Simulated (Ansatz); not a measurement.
Cl2GeH2

The calculation's input:

```
crystal:
  periodic: [false, false, false]
  atoms:
    - { symbol: Ge, position_ang: [0.0, 0.0, 0.0] }
    - { symbol: Cl, position_ang: [0.0, 0.0, 2.22] }
    - { symbol: H, position_ang: [1.4616, 0.0, -0.5162] }
    - { symbol: Cl, position_ang: [-1.0456, 1.8115, -0.7393] }
    - { symbol: H, position_ang: [-0.73, -1.2648, -0.5162] }
basis:
  gaussian: { orbitals: def2-SVP }
hamiltonian:
  xc: pbe
  dispersion: d4
relax:
  f_tol: 0.02
  max_steps: 40
output:
  orbitals: {}
```

Launched as:

```sh
ansatz run input.yaml --threads 1 --pin off --max-ram 2048MiB --backend cpu --events-out ev --progress --plain --runs-dir out
```

The fields are those of the run's last geometry, not of the input's.

All numbers below come from RKS PBE-D4/def2-SVP in Ansatz.

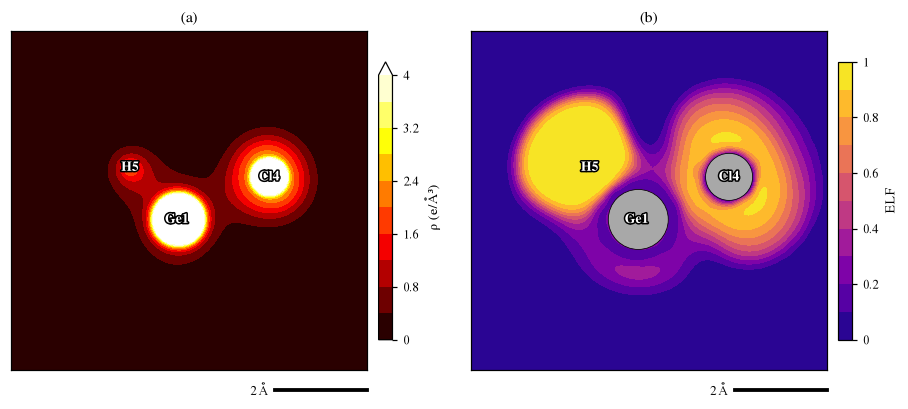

Figure 1. (a) electron density; (b) ELF on the plane of atoms Cl4, Ge1 and H5. Grey discs cover the atomic cores in the ELF map.

Q: What do the fields say about this system?

A:
- The section cuts through Ge, Cl and H sites.
- Ge–Cl (2.17 Å): the density is about 0.7 e/Å³ at the midpoint; the ELF peaks at about 0.85 in the valence shell of Cl, 0.8 Å from its nucleus, and is about 0.65 at the midpoint.
- Ge–H (1.54 Å): ρ at the midpoint is about 1 e/Å³; the ELF climbs to about 1 towards the hydrogen.
- The ELF also peaks beside Cl4, away from the bonds: lone-pair regions.

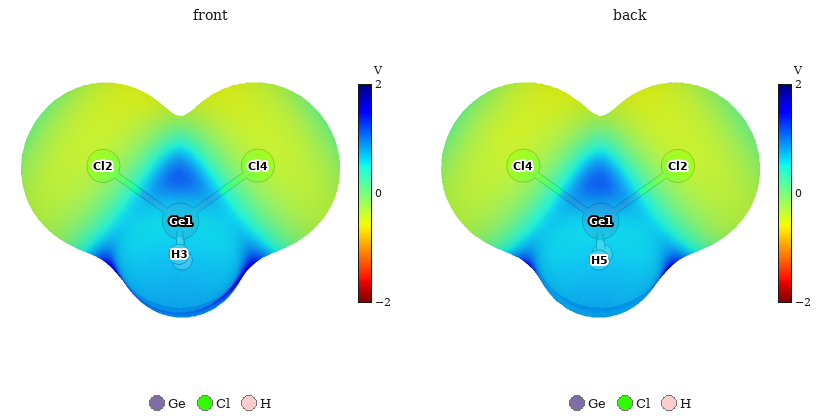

Figure 2. The molecular electrostatic potential painted on the density surface at 0.002 e/bohr³, seen from the front and from behind; the colour scale runs from red (negative) to blue (positive).

Q: Describe the electrostatic potential map.

A: The most negative region (about −0.5 V) lies over Cl2 and Cl4, the most positive (about +1.8 V) over Ge1.

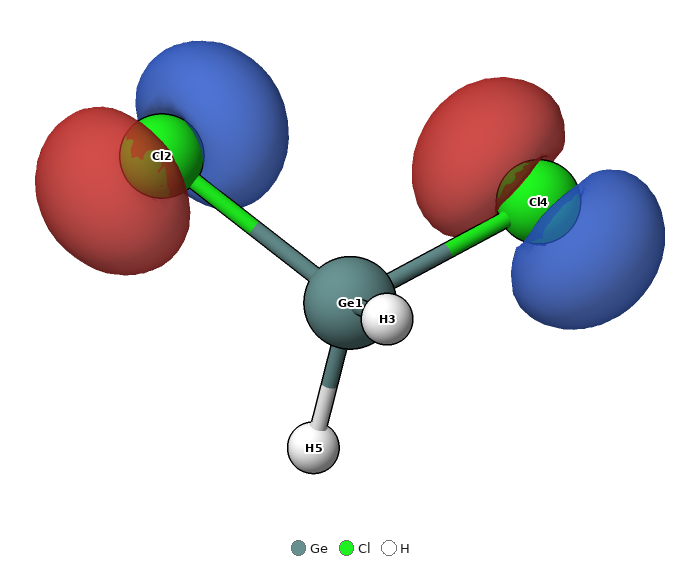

Figure 3. The HOMO−1 at ±0.2 Å⁻³ᐟ² (red and blue are the two phases), seen at a tilt.

Q: What is the character of this orbital?

A: Its weight (Hirshfeld) is mainly on Cl2 (about 45 %) and Cl4 (about 45 %); largely a combination of lone pairs on Cl2 and Cl4. Its energy is −7.57 eV.

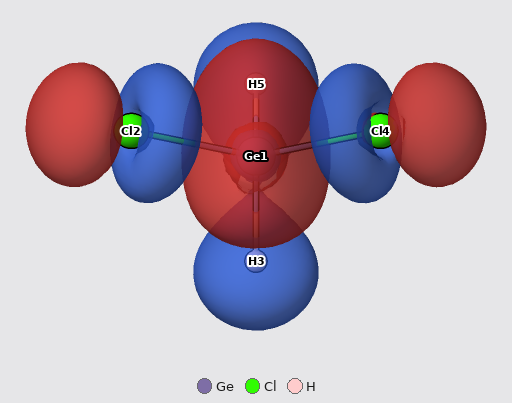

Figure 4. One frontier orbital at ±0.1 Å⁻³ᐟ² (red and blue are the two phases), seen from one side.

Q: Which orbital is it: HOMO or LUMO?

A: The LUMO, at −1.63 eV. It lies mainly on Ge1 (about 40 %), Cl2 (about 20 %), Cl4 (about 20 %), H3 (about 10 %) and H5 (about 10 %).
